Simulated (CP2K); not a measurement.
Band structure of SiRu (Pm-3m, 2 atoms in the cell).

```
SiRu
1.0
    2.91612     0.00000     0.00000
    0.00000     2.91612     0.00000
    0.00000     0.00000     2.91612
Si Ru
1 1
Direct
  0.50000   0.50000   0.50000
  0.00000   0.00000   0.00000
```

Computed with LDA (Pade form), GPW, DZVP-MOLOPT-SR-GTH basis, GTH-PADE potentials (GTH_POTENTIALS) run with CP2K 2026.2.

Settings: CUTOFF = 500 Ry; REL_CUTOFF = 60 Ry; SMEAR/METHOD = FERMI_DIRAC; ELECTRONIC_TEMPERATURE = 1160.45 K; KPOINTS/SCHEME = MONKHORST-PACK 8 8 8; GAMMA_CENTERED = T; XC_FUNCTIONAL = PADE; Si/BASIS_SET = DZVP-MOLOPT-SR-GTH-q4; Si/POTENTIAL = GTH-PADE-q4; Ru/BASIS_SET = DZVP-MOLOPT-SR-GTH-q16; Ru/POTENTIAL = GTH-PADE-q16; METHOD = GPW; EPS_DEFAULT = 1e-10; EXTRAPOLATION = USE_GUESS.

The starting cell comes from a database of computed structures (which also holds hypothetical and non-ambient phases and stackings), without a prior relaxation at this level. Spin polarisation is off. Values carry the incompleteness of an atom-centred basis.

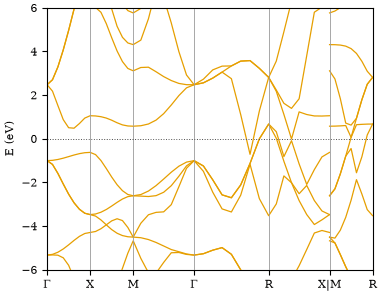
Fig. 1. Bands along the path, energies from the Fermi level.

Levels in eV from the Fermi level, bands 7 to 12:
| point | 7 | 8 | 9 | 10 | 11 | 12 |
|---|---|---|---|---|---|---|
| Γ | -5.33 | -1.01 | -1.01 | -1.01 | 2.47 | 2.47 |
| X | -4.30 | -3.48 | -3.48 | -0.63 | 1.05 | 6.03 |
| M | -4.51 | -4.51 | -2.61 | -2.61 | 0.57 | 3.11 |
| R | -7.33 | -3.53 | 0.67 | 0.67 | 2.81 | 2.81 |

Bands cross the Fermi level along this path, so the cell is metallic at this level.

Higher empty bands are left out: an atom-centred basis made for the valence describes them poorly.
